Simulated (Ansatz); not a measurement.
# SnSe2: relaxing cell and atoms, part 2 of 2

Wanted: the geometry at rest of SnSe2 (a database entry, slightly rescaled), relaxing cell and atoms, and its electronic structure there.

Ansatz 0.2.0; DFT, PBE, no spin polarisation, plane waves, PAW. Relaxing cell and atoms. Earlier steps stand in the parts before.

## Step 3: More of the same log: semilocal partner

The log, continued:

```text
Basis set: ecut = 420 eV, 1715 PW (Γ), exchange–correlation on 54×54×90 points (8 copies of the dense FFT grid, shifted against one another)
iter 1 solved again at ethr=1.62e-5 eV; its pass at ethr=3.10e-3 eV (dr2=7.46e-3 eV) is discarded
SCF iter   1: F=—  HF=-16963.393397 eV  |F-HF|=—  |Δ(HF+E_count)|=         —  Δρ=3.13e-3  dr2=7.19e-3  ethr=1.62e-5  ⟨swp⟩=2.0  Hψ=5998  notcnv=0
preconditioner: auto → Resta (q_TF=auto, 2.453 Å⁻¹)  ε∞=2.6  [insulator: Δε(μ)=0.692 eV  Ē_g=15.870 eV  σ=0.027 eV  W_gap=1.00  n_scr=22 (ndim 8)  ℏωp=20.3 eV  f_vac=0.159  D(μ)=0.00/eV (n_scr^D=0)  ε∞_Penn≈2.6]
SCF iter   2: F=—  HF=-16963.391678 eV  |F-HF|=—  |Δ(HF+E_count)|=   1.72e-3  Δρ=1.45e-3  dr2=9.06e-4  ethr=1.56e-5  ⟨swp⟩=2.1  Hψ=1314  notcnv=0
SCF iter   3: F=—  HF=-16963.391718 eV  |F-HF|=—  |Δ(HF+E_count)|=   3.98e-5  Δρ=3.99e-4  dr2=6.90e-5  ethr=1.97e-6  ⟨swp⟩=2.0  Hψ=1793  notcnv=0
SCF iter   4: F=—  HF=-16963.391788 eV  |F-HF|=—  |Δ(HF+E_count)|=   6.97e-5  Δρ=1.06e-4  dr2=8.36e-6  ethr=1.50e-7  ⟨swp⟩=2.0  Hψ=1785  notcnv=0
SCF iter   5: F=—  HF=-16963.391799 eV  |F-HF|=—  |Δ(HF+E_count)|=   1.11e-5  Δρ=2.57e-5  dr2=7.75e-7  ethr=1.82e-8  ⟨swp⟩=2.0  Hψ=1785  notcnv=0
SCF iter   6: F=-16963.391801 eV  HF=-16963.391800 eV  |F-HF|=3.32e-7  |Δ(HF+E_count)|=   1.35e-6  Δρ=8.59e-6  dr2=1.21e-7  ethr=6.52e-10  ⟨swp⟩=11.3  Hψ=9724  notcnv=0
SCF 5 converged in 6 iterations: F = -16963.391801 eV  dr2 = 1.21e-7
relax step   5: F+E_penalty+E_count = -16963.39180069 eV  Δ(F+E_penalty+E_count) = -6.258e-3 eV  max|allowed force component| = 4.029e-3 eV/Å  Δτ_max = 0.0486 Å  P = +0.009 GPa  Ω = 87.007 Å³  energy of the carried Pulay correction = -1.444e-3 eV  (6 SCF iters, dr2 threshold 3.00e-7 eV, accepted)
Crystal: 3 atoms, lattice volume = 88.651 Å³
Basis set: ecut = 420 eV, 1751 PW (Γ), exchange–correlation on 54×54×90 points (8 copies of the dense FFT grid, shifted against one another)
iter 1 solved again at ethr=7.37e-6 eV; its pass at ethr=3.10e-3 eV (dr2=3.39e-3 eV) is discarded
SCF iter   1: F=—  HF=-16963.393757 eV  |F-HF|=—  |Δ(HF+E_count)|=         —  Δρ=2.06e-3  dr2=3.22e-3  ethr=7.37e-6  ⟨swp⟩=2.0  Hψ=6124  notcnv=0
preconditioner: auto → Resta (q_TF=auto, 2.446 Å⁻¹)  ε∞=2.6  [insulator: Δε(μ)=0.690 eV  Ē_g=15.879 eV  σ=0.027 eV  W_gap=1.00  n_scr=22 (ndim 8)  ℏωp=20.1 eV  f_vac=0.179  D(μ)=0.00/eV (n_scr^D=0)  ε∞_Penn≈2.6]
SCF iter   2: F=—  HF=-16963.392966 eV  |F-HF|=—  |Δ(HF+E_count)|=   7.92e-4  Δρ=9.55e-4  dr2=4.08e-4  ethr=6.99e-6  ⟨swp⟩=2.0  Hψ=1311  notcnv=0
SCF iter   3: F=—  HF=-16963.392974 eV  |F-HF|=—  |Δ(HF+E_count)|=   7.89e-6  Δρ=2.58e-4  dr2=3.09e-5  ethr=8.86e-7  ⟨swp⟩=2.0  Hψ=1683  notcnv=0
SCF iter   4: F=—  HF=-16963.393017 eV  |F-HF|=—  |Δ(HF+E_count)|=   4.31e-5  Δρ=6.86e-5  dr2=3.74e-6  ethr=6.71e-8  ⟨swp⟩=2.0  Hψ=1785  notcnv=0
SCF iter   5: F=—  HF=-16963.393022 eV  |F-HF|=—  |Δ(HF+E_count)|=   4.76e-6  Δρ=1.46e-5  dr2=2.94e-7  ethr=8.14e-9  ⟨swp⟩=2.0  Hψ=1785  notcnv=0
SCF iter   6: F=-16963.393022 eV  HF=-16963.393022 eV  |F-HF|=1.13e-7  |Δ(HF+E_count)|=   4.90e-7  Δρ=5.34e-6  dr2=4.66e-8  ethr=1.64e-10  ⟨swp⟩=11.1  Hψ=9291  notcnv=0
SCF 6 converged in 6 iterations: F = -16963.393022 eV  dr2 = 4.66e-8
  Residual-converged pass: ⟨swp⟩=1.0  Hψ=1120  notcnv=0  max |occ|·‖R‖ = 6.9e-9 eV (tolerance 1.0e-8 eV)  dr2=4.66e-8  dr2_onsite=2.38e-8  max |Δocc| = 5.6e-86
relax step   6: F+E_penalty+E_count = -16963.39302226 eV  Δ(F+E_penalty+E_count) = -1.222e-3 eV  max|allowed force component| = 1.480e-2 eV/Å  Δτ_max = 0.0319 Å  P = +0.101 GPa  Ω = 88.651 Å³  energy of the carried Pulay correction = -1.766e-3 eV  (6 SCF iters, dr2 threshold 7.57e-8 eV, accepted)
Crystal: 3 atoms, lattice volume = 89.248 Å³
Basis set: ecut = 420 eV, 1775 PW (Γ), exchange–correlation on 54×54×90 points (8 copies of the dense FFT grid, shifted against one another)
iter 1 solved again at ethr=6.61e-7 eV; its pass at ethr=3.10e-3 eV (dr2=3.04e-4 eV) is discarded
SCF iter   1: F=—  HF=-16963.393137 eV  |F-HF|=—  |Δ(HF+E_count)|=         —  Δρ=5.20e-4  dr2=2.56e-4  ethr=6.61e-7  ⟨swp⟩=3.0  Hψ=5911  notcnv=0
preconditioner: auto → Resta (q_TF=auto, 2.443 Å⁻¹)  ε∞=2.6  [insulator: Δε(μ)=0.688 eV  Ē_g=15.877 eV  σ=0.027 eV  W_gap=1.00  n_scr=22 (ndim 8)  ℏωp=20.0 eV  f_vac=0.183  D(μ)=0.00/eV (n_scr^D=0)  ε∞_Penn≈2.6]
SCF iter   2: F=—  HF=-16963.393074 eV  |F-HF|=—  |Δ(HF+E_count)|=   6.34e-5  Δρ=2.39e-4  dr2=2.89e-5  ethr=5.58e-7  ⟨swp⟩=2.0  Hψ=1139  notcnv=0
SCF iter   3: F=—  HF=-16963.393082 eV  |F-HF|=—  |Δ(HF+E_count)|=   7.76e-6  Δρ=7.33e-5  dr2=3.01e-6  ethr=6.28e-8  ⟨swp⟩=2.0  Hψ=1645  notcnv=0
SCF iter   4: F=—  HF=-16963.393084 eV  |F-HF|=—  |Δ(HF+E_count)|=   2.00e-6  Δρ=1.80e-5  dr2=3.46e-7  ethr=6.55e-9  ⟨swp⟩=2.0  Hψ=1785  notcnv=0
SCF iter   5: F=-16963.393084 eV  HF=-16963.393084 eV  |F-HF|=4.45e-8  |Δ(HF+E_count)|=   3.75e-7  Δρ=4.73e-6  dr2=3.04e-8  ethr=1.16e-10  ⟨swp⟩=10.7  Hψ=8258  notcnv=0
SCF 7 converged in 5 iterations: F = -16963.393084 eV  dr2 = 3.04e-8
  Residual-converged pass: ⟨swp⟩=1.0  Hψ=1120  notcnv=0  max |occ|·‖R‖ = 7.0e-9 eV (tolerance 1.0e-8 eV)  dr2=3.04e-8  dr2_onsite=2.50e-8  max |Δocc| = 8.7e-84
relax step   7: F+E_penalty+E_count = -16963.39308418 eV  Δ(F+E_penalty+E_count) = -6.192e-5 eV  max|allowed force component| = 5.328e-4 eV/Å  Δτ_max = 0.0074 Å  P = +0.001 GPa  Ω = 89.248 Å³  energy of the carried Pulay correction = -1.881e-3 eV  (5 SCF iters, dr2 threshold 5.34e-8 eV, accepted)
Crystal: 3 atoms, lattice volume = 89.606 Å³
iter 1 solved again at ethr=3.38e-7 eV; its pass at ethr=3.10e-3 eV (dr2=1.55e-4 eV) is discarded
SCF iter   1: F=—  HF=-16963.393076 eV  |F-HF|=—  |Δ(HF+E_count)|=         —  Δρ=4.02e-4  dr2=1.34e-4  ethr=3.38e-7  ⟨swp⟩=3.0  Hψ=5806  notcnv=0
preconditioner: auto → Resta (q_TF=auto, 2.441 Å⁻¹)  ε∞=2.6  [insulator: Δε(μ)=0.689 eV  Ē_g=15.878 eV  σ=0.027 eV  W_gap=1.00  n_scr=22 (ndim 8)  ℏωp=20.0 eV  f_vac=0.187  D(μ)=0.00/eV (n_scr^D=0)  ε∞_Penn≈2.6]
SCF iter   2: F=—  HF=-16963.393044 eV  |F-HF|=—  |Δ(HF+E_count)|=   3.21e-5  Δρ=1.84e-4  dr2=1.60e-5  ethr=2.91e-7  ⟨swp⟩=2.1  Hψ=1172  notcnv=0
SCF iter   3: F=—  HF=-16963.393047 eV  |F-HF|=—  |Δ(HF+E_count)|=   2.91e-6  Δρ=5.45e-5  dr2=1.53e-6  ethr=3.47e-8  ⟨swp⟩=2.1  Hψ=1653  notcnv=0
SCF iter   4: F=—  HF=-16963.393047 eV  |F-HF|=—  |Δ(HF+E_count)|=   2.52e-7  Δρ=1.39e-5  dr2=1.82e-7  ethr=3.32e-9  ⟨swp⟩=2.0  Hψ=1785  notcnv=0
SCF iter   5: F=—  HF=-16963.393047 eV  |F-HF|=—  |Δ(HF+E_count)|=   1.87e-7  Δρ=3.74e-6  dr2=1.82e-8  ethr=3.95e-10  ⟨swp⟩=2.0  Hψ=1785  notcnv=0
SCF iter   6: F=—  HF=-16963.393047 eV  |F-HF|=—  |Δ(HF+E_count)|=   2.96e-8  Δρ=1.22e-6  dr2=2.40e-9  ethr=3.96e-11  ⟨swp⟩=2.0  Hψ=1785  notcnv=0
SCF iter   7: F=—  HF=-16963.393047 eV  |F-HF|=—  |Δ(HF+E_count)|=   7.67e-9  Δρ=3.21e-7  dr2=1.02e-10  ethr=5.21e-12  ⟨swp⟩=3.0  Hψ=2020  notcnv=0
SCF iter   8: F=-16963.393047 eV  HF=-16963.393047 eV  |F-HF|=1.46e-11  |Δ(HF+E_count)|=  4.44e-10  Δρ=7.92e-8  dr2=5.89e-12  ethr=1.00e-12  ⟨swp⟩=7.0  Hψ=5258  notcnv=0
SCF 8 converged in 8 iterations: F = -16963.393047 eV  dr2 = 5.89e-12
relax step   8: F+E_penalty+E_count = -16963.39304743 eV  Δ(F+E_penalty+E_count) = +3.675e-5 eV  max|allowed force component| = 1.308e-3 eV/Å  Δτ_max = 0.0061 Å  P = +0.002 GPa  Ω = 89.606 Å³  energy of the carried Pulay correction = -1.949e-3 eV  (8 SCF iters, accepted)
Basis set: ecut = 420 eV, 1775 PW (Γ), exchange–correlation on 54×54×96 points (8 copies of the dense FFT grid, shifted against one another)
Initial wavefunctions: pseudopotential atomic-orbital guess (no wavefunctions were taken with the density)
iter 1 solved again at ethr=1.76e-7 eV; its pass at ethr=3.10e-3 eV (dr2=8.07e-5 eV) is discarded
SCF iter   1: F=—  HF=-16963.377727 eV  |F-HF|=—  |Δ(HF+E_count)|=         —  Δρ=9.99e-4  dr2=2.50e-5  ethr=1.76e-7  ⟨swp⟩=3.0  Hψ=6767  notcnv=0
preconditioner: auto → Resta (q_TF=auto, 2.441 Å⁻¹)  ε∞=2.6  [insulator: Δε(μ)=0.690 eV  Ē_g=15.880 eV  σ=0.027 eV  W_gap=1.00  n_scr=22 (ndim 8)  ℏωp=20.0 eV  f_vac=0.183  D(μ)=0.00/eV (n_scr^D=0)  ε∞_Penn≈2.6]
SCF iter   2: F=—  HF=-16963.390119 eV  |F-HF|=—  |Δ(HF+E_count)|=   1.24e-2  Δρ=5.04e-4  dr2=5.43e-6  ethr=5.43e-8  ⟨swp⟩=2.8  Hψ=1473  notcnv=0
SCF iter   3: F=—  HF=-16963.395536 eV  |F-HF|=—  |Δ(HF+E_count)|=   5.42e-3  Δρ=6.53e-5  dr2=2.99e-7  ethr=1.18e-8  ⟨swp⟩=2.0  Hψ=1351  notcnv=0
SCF iter   4: F=—  HF=-16963.395631 eV  |F-HF|=—  |Δ(HF+E_count)|=   9.52e-5  Δρ=6.02e-6  dr2=2.68e-8  ethr=6.51e-10  ⟨swp⟩=2.0  Hψ=1260  notcnv=0
SCF iter   5: F=—  HF=-16963.395632 eV  |F-HF|=—  |Δ(HF+E_count)|=   5.48e-7  Δρ=1.42e-6  dr2=3.43e-9  ethr=5.82e-11  ⟨swp⟩=2.1  Hψ=1287  notcnv=0
SCF iter   6: F=—  HF=-16963.395632 eV  |F-HF|=—  |Δ(HF+E_count)|=   4.59e-9  Δρ=5.44e-7  dr2=5.40e-10  ethr=7.47e-12  ⟨swp⟩=2.0  Hψ=1751  notcnv=0
SCF iter   7: F=—  HF=-16963.395632 eV  |F-HF|=—  |Δ(HF+E_count)|=   1.04e-9  Δρ=2.42e-7  dr2=5.33e-11  ethr=1.17e-12  ⟨swp⟩=2.0  Hψ=1785  notcnv=0
SCF iter   8: F=-16963.395632 eV  HF=-16963.395632 eV  |F-HF|=1.46e-11  |Δ(HF+E_count)|=  7.13e-10  Δρ=5.52e-8  dr2=4.26e-12  ethr=1.00e-12  ⟨swp⟩=6.0  Hψ=4446  notcnv=0
SCF 9 converged in 8 iterations: F = -16963.395632 eV  dr2 = 4.26e-12
relax step   9: F+E_penalty+E_count = -16963.39563154 eV  Δ(F+E_penalty+E_count) = -2.584e-3 eV  max|allowed force component| = 3.276e-4 eV/Å  Δτ_max = 0.0000 Å  P = +0.010 GPa  Ω = 89.606 Å³  stress off target by 4.95e-2 GPa  SCF on the basis re-selected at this cell (its energy is not comparable with the rows above)  (8 SCF iters)
basis re-selected at this cell: Δ(F+E_penalty+E_count) = -2.584e-3 eV, ΔP = +0.008 GPa vs the last step (what re-selecting the basis moved, of the pressure what is left beyond the Pulay correction that the steps carried, after the strain that the cell walked since its last selection, with what the two solves' SCF thresholds leave and, on support functions, any second-order correction that the steps lacked; it is no measure of the basis error at this ecutwfc). The dense FFT grid was sized anew with the basis: this SCF ran on 27×27×48 points, the steps before it on 27×27×45, so part of this shift can come from that change (see relax.cell in the input reference). This SCF's stress stands 4.95e-2 GPa from its target on what of the cell is left free (relax.cell.stress_tol is 5.00e-2 GPa) and its largest allowed force component is 3.28e-4 eV/Å (relax.f_tol is 1.00e-2 eV/Å): within both
SCF converged after 8 iterations
Free energy (F): -16963.395632 eV
Harris-Foulkes:  -16963.395632 eV  (|F-HF|=1.46e-11)
Internal energy: -16963.395632 eV  (E = F + TS)
E sigma→0 (E₀):  -16963.395632 eV
Fermi energy:    6.401775 eV
--- Per-component energies (eV) ---
  E_band       = -943.668574
  E_kinetic    = 422.918532
  E_local      = -6906.318998  (includes V_loc(G=0)·N_el)
  E_nonlocal   = -1222.382496
  E_hartree    = 3488.546358
  E_xc         = -588.822246
  E_vxc        = -289.930179  (∫ρ·V_xc dr)
  E_paw        = -7963.788791  (= ΣΔE_a)
  E_vpaw       = 74.953164  (= ΣTr[D̂ρ^β])
  E_aug_tail   = -0.001204  (compensation charges beyond the density's cutoff)
  E_ewald      = -4193.546785
  E_smearing   = -0.000000  (= −TS)
  E_closure    = 0.000000  (closes the sum)
  Σ components = -16963.395632   (vs F -16963.395632, Δ=0.00e0)
--- Forces (eV/Å), atoms counted from 1 ---
  atom   1  Sn     0.00000000    -0.00000000     0.00000000
  atom   2  Se     0.00000000    -0.00000000    -0.00032758
  atom   3  Se    -0.00000000     0.00000000     0.00032758
  max |Σ_I F_I| component: 5.42e-20 eV/Å
--- Stress (GPa, compression-positive) ---
       -0.010046      -0.000000      -0.000000
       -0.000000      -0.010046       0.000000
       -0.000000       0.000000       0.049520
  P = ⅓ Tr σ = 0.0098 GPa (0.098 kbar)
--- Band table (eV; the first three rows and the last of 35) ---
  k-point 0: bands = ["-40.6057", "-40.6057", "-40.6057", "-40.6057", "-40.5762", "-40.5762", "-40.5759", "-40.5759", "-40.5651", "-40.5650", "-15.0637", "-15.0637", "-15.0324", "-15.0229", "-15.0229", "-7.3059", "-5.9666", "0.3297", "5.5788", "5.5788", "5.5816", "5.9202", "5.9202", "7.1168", "9.1351", "10.6385", "10.6385", "13.3617"]
  k-point 1: bands = ["-40.6057", "-40.6057", "-40.6057", "-40.6057", "-40.5762", "-40.5762", "-40.5759", "-40.5759", "-40.5651", "-40.5650", "-15.0637", "-15.0637", "-15.0324", "-15.0229", "-15.0229", "-7.2800", "-6.0172", "0.4898", "4.9708", "5.5638", "5.5638", "5.9436", "5.9436", "7.6647", "9.1025", "10.5948", "10.5948", "13.6073"]
  k-point 2: bands = ["-40.6057", "-40.6057", "-40.6057", "-40.6057", "-40.5762", "-40.5762", "-40.5759", "-40.5759", "-40.5651", "-40.5650", "-15.0637", "-15.0637", "-15.0324", "-15.0229", "-15.0229", "-7.2521", "-6.0691", "0.6680", "4.5057", "5.5504", "5.5504", "5.9655", "5.9655", "8.0674", "9.0489", "10.5521", "10.5521", "13.9388"]
  k-point 34: bands = ["-40.6056", "-40.6055", "-40.6054", "-40.6054", "-40.5763", "-40.5762", "-40.5761", "-40.5760", "-40.5648", "-40.5647", "-15.0855", "-15.0641", "-15.0303", "-15.0179", "-15.0056", "-5.6347", "-5.4717", "-0.9071", "2.2211", "2.5966", "3.1560", "5.3834", "5.5621", "7.9699", "10.8034", "10.8894", "12.1499", "13.7064"]
--- Relaxed structure (8 steps of the walk, 7 accepted, 1 SCFs on fresh bases) ---
  F+E_penalty+E_count = -16963.39563154 eV   max|allowed force component| = 3.276e-4 eV/Å   (the final SCF, on the basis selected at the relaxed cell)
  cell:  # Å, volume = 89.6060 Å³
    - [3.8737887248737244, 0.0, -1.0919028800882429e-33]
    - [-1.9368943624368622, 3.3547994446343723, 7.314568599863406e-33]
    - [-1.7575991782566767e-33, 1.2580709907521475e-32, 6.895001943719297]
  atoms:
    - { symbol: Sn, position: [-9.038592768316493e-36, -9.028541326910942e-35, -3.7252621971358084e-19] }
    - { symbol: Se, position: [0.3333333333333333, 0.6666666666666666, 0.23113511943416928] }
    - { symbol: Se, position: [0.6666666666666666, 0.3333333333333333, 0.7688648805658307] }
--- Löwdin populations: 3 sites ---
  site symbol       q [e]
     0     Sn     13.3599
     1     Se     16.2595
     2     Se     16.2595
  spilling = 0.002635 (of n_electrons = 46.000000)
--- Bader charges: 3 sites ---
  site symbol  charge [e]  shift [e]
     0     Sn      1.2393     0.0016
     1     Se     -0.6196     0.0008
     2     Se     -0.6196     0.0008
  estimated error of the sums over rays = 2.1e-4 e
```

It took 35 s on 2 threads, shared host; peak memory 0.41 GiB.

Step by step:

```tsv
step	energy from step 1 (eV/cell)	largest force component (eV/Å)	pressure (GPa)	volume (Å³)
1	0.0000	0.4467	2.81	80.00
2x	0.0530	0.8484	-2.28	83.03
3	-0.0330	0.0020	0.40	82.36
4	-0.0401	0.0078	0.01	84.48
5	-0.0464	0.0040	0.01	87.01
6	-0.0476	0.0148	0.10	88.65
7	-0.0476	0.0005	0.00	89.25
8	-0.0476	0.0013	0.00	89.61
9	-0.0502	0.0003	0.01	89.61
```

Step 1 is the start. Step 9 repeats the geometry before on a plane-wave basis chosen anew for that cell, so the energy can jump there without any move; the table keeps such jumps. 1 step was tried and not accepted (marked x).

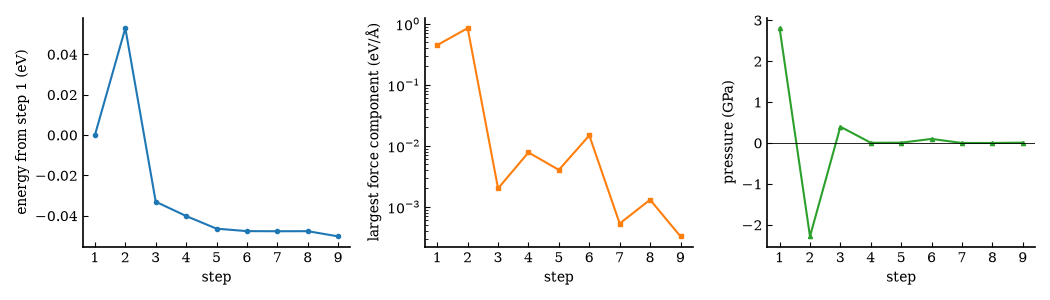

Energy, largest force and pressure along the relaxation.

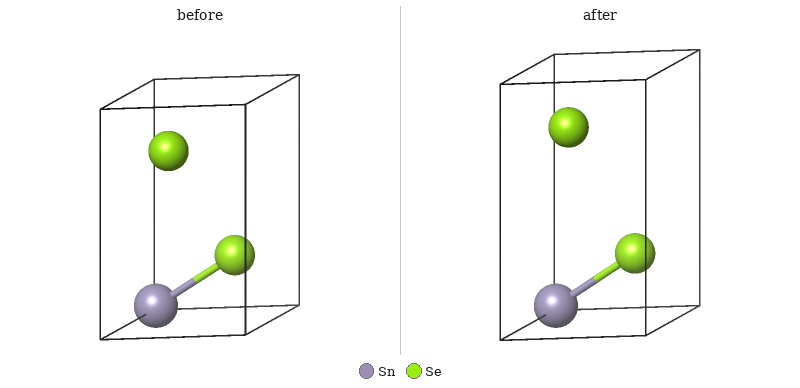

Before and after, at one scale. Each atom of the cell is drawn once.

| input's cell | before | after | change |
| --- | --- | --- | --- |
| a (Å) | 3.857 | 3.874 | +0.4 % |
| b (Å) | 3.857 | 3.874 | +0.4 % |
| c (Å) | 6.209 | 6.895 | +11.1 % |
| volume (Å³/atom) | 26.67 | 29.87 | +12.0 % |

The largest move, 0.12 Å, apart from the change of the cell, is shared by several atoms, Se2 among them.

## Step 4: Total and projected density of states

Counts of states in windows (eV from the Fermi level; tetrahedra), total and projected:

```tsv
from	to	total	Se p	Sn s	Sn p
-8.0	-7.0	0.74	0.25	0.45	0.00
-7.0	-6.0	1.11	0.36	0.55	0.00
-6.0	-5.0	0.15	0.05	0.05	0.00
-5.0	-4.0	0.99	0.60	0.00	0.34
-4.0	-3.0	1.44	0.95	0.01	0.41
-3.0	-2.0	2.58	1.88	0.02	0.59
-2.0	-1.0	2.56	2.29	0.01	0.20
-1.0	0.0	2.42	2.35	0.00	0.03
0.0	1.0	0.35	0.21	0.11	0.01
1.0	2.0	1.66	1.03	0.52	0.04
2.0	3.0	0.02	0.00	0.00	0.01
3.0	4.0	0.70	0.14	0.00	0.43
```

On the mesh the valence top lies at -0.34 eV and the conduction bottom at 0.34 eV on this scale.

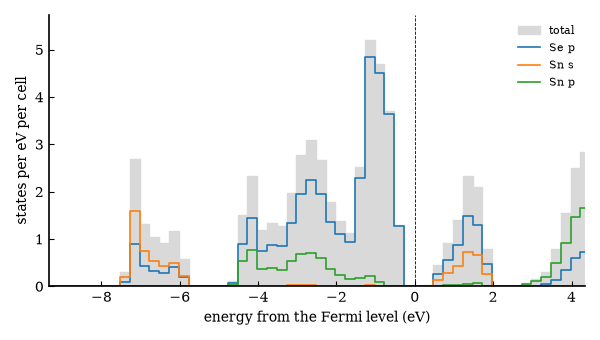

Total and projected density of states, in bins of 0.25 eV.

## Step 5: Atomic charges

By element, from the tables in the log (a charge is positive for electrons lost): Löwdin charges also hold the electrons that the projection spills.

```tsv
element	atoms	Bader charge (e)	Bader volume (Å³)	Löwdin charge (e)
Sn	1	+1.24	17.9	+0.64
Se	2	-0.62	35.5	-0.26
```

Löwdin charges rest on a small set of atomic orbitals that misses 0.3 % of the electrons, so they need not add up to the cell's charge and can differ from Bader's even in sign.

## Step 6: Fields in real space

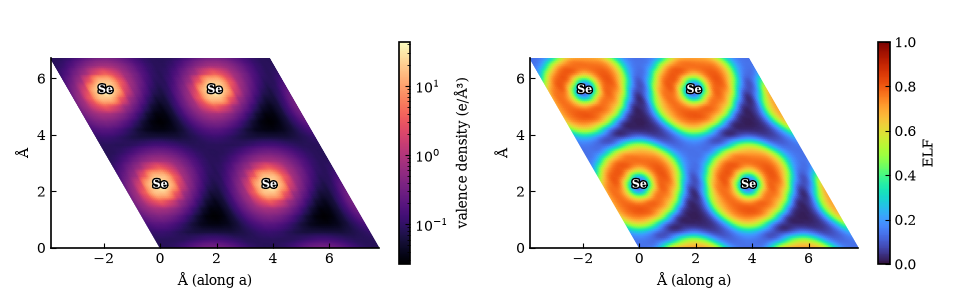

Valence density (left, log scale) and ELF (right) in the plane spanned by a and b at height 0.231 along c (axes of the input's cell); atoms within 0.2 Å are lettered, 2×2 cells. Inside the augmentation spheres the fields are the smooth ones.

## Step 7: Outcome

The summary covers parts 1 to 2.

| quantity | value |
| --- | --- |
| moves | 6 |
| energy gained | 15.9 meV/atom |
| largest move | 0.12 Å (Se) |
| space group (0.01 Å), before / after | P-3m1 / P-3m1 |
| cell | a = 3.874 Å, b = 3.874 Å, c = 6.895 Å, α = 90.00°, β = 90.00°, γ = 120.00° |
| volume | 29.87 Å³/atom (+12.0 %) |
| pressure at the end | 0.01 GPa |
| formation energy (elements from separate runs) | -0.34 eV/atom |
| gap (mesh) | 0.69 eV, indirect |
| least direct gap | 1.09 eV |
| Bader charges | Sn +1.24, Se -0.62 e |

**Reading.** The volume grew by 12.0 %, and the largest move of an atom is 0.12 Å apart from the change of the cell; the energy fell by 15.9 meV per atom. The shape changed more than that tells: the edges moved by +0, +0, +11 %. The run held to 12 symmetry operations, so a lower structure without them is not ruled out. By a distance rule the end structure falls into sheets, and the functional has no dispersion term: where only weak forces hold such sheets, the spacing at the end is too wide to trust. There is a gap of 0.69 eV, with the least direct gap at 1.09 eV; within 0.7 eV of the edges the states project mainly on Se p (97 %) below and Se p (61 %) and Sn s (32 %) above. A semilocal functional usually gives too small a gap. Against the elements' reference phases (alpha-Sn (diamond), Se trigonal (grey) selenium; separate runs with the same functional) the formation energy is -0.34 eV per atom, a bound cell by that test. Sn loses most charge (+1.24 e on average) and Se gains most (-0.62 e).
